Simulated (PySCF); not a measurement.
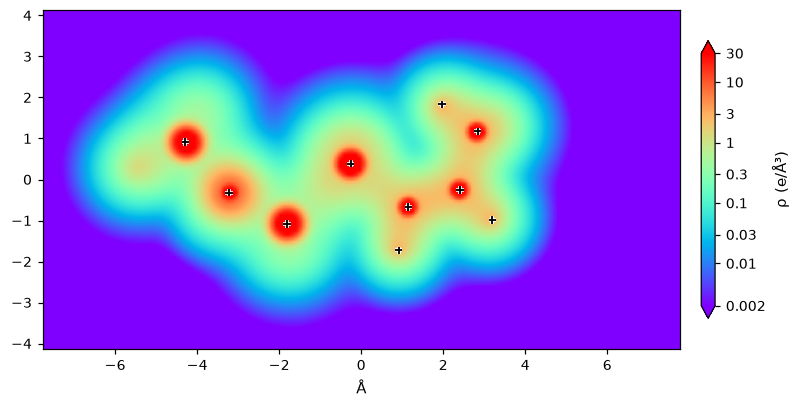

The electron density on a plane through atoms (crosses mark nuclei in the plane).

Theory: PySCF, PBE0/pcSseg-1, SCF density, gas phase, non-relativistic.

Candidates:
A. C₅H₁₀FPSi
B. C₃H₁₀OSSi₂ (SMILES C/C=C\S[SiH2]O[SiH3])
C. C₂H₇BF₂Si₂ (SMILES FB(F)[SiH]1C[SiH2]C1)

### Which system is this?

Candidate B: C₃H₁₀OSSi₂ on the plane of atoms C1, C2 and C3, which holds C, S, Si, O and H. C–C (1.33 Å): ρ at the midpoint is about 2.3 e/Å³. Si–O (1.60 Å): the density is about 1.2 e/Å³ at the midpoint.
